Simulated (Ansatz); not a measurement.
Electronic density of states of amorphous Zr6Si16O44, density 3.05 g/cm³, on a 2×2×2 Γ-centred mesh with a Gaussian width of 0.1 eV; energies count from the Fermi level, whose place inside the gap is arbitrary. Cell and mesh are small, so fine structure isn't converged. Level of theory: PBE, scalar-relativistic without spin-orbit coupling (plane waves to 420 eV, PAW; Ansatz, a program for electronic structure). Sampling: a 2×2×2 Γ-centred mesh; Fermi-Dirac width 0.02 eV; no spin polarisation. At PBE the levels at both edges of the gap are localised (band-tail or defect states), and the nearest spread-out levels lie 4.7 eV apart at the zone centre.

The cell was made by melting and quenching with the CHGNet potential and then relaxed with DFT. O atoms were pushed apart under 1.9 Å during the dynamics, to hinder bonds among them. The hot cell started wider than the set density and was brought back towards it in steps. It is the lowest in DFT energy of 2 quenches. It is a model cell: composition and starting density were chosen by hand, and all elements were melted together. No dispersion term was used. Its density started from a set value of 3.07 and ended at 3.05 g/cm³. Cooling (nominally 300 K/ps over its main leg) ran many orders faster than in experiment, which tends to leave more defects and strain. Values belong to this one cell and scatter from quench to quench. The volume was free in the relaxation, at fixed shape. Stress components on the final sampling reach 1.1 GPa.

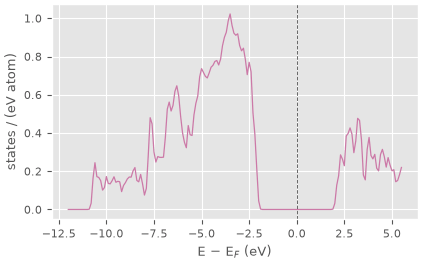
Figure: Density of states per atom

The gap between localised states on this mesh is 4.20 eV; the broadening fills part of it in the curve.
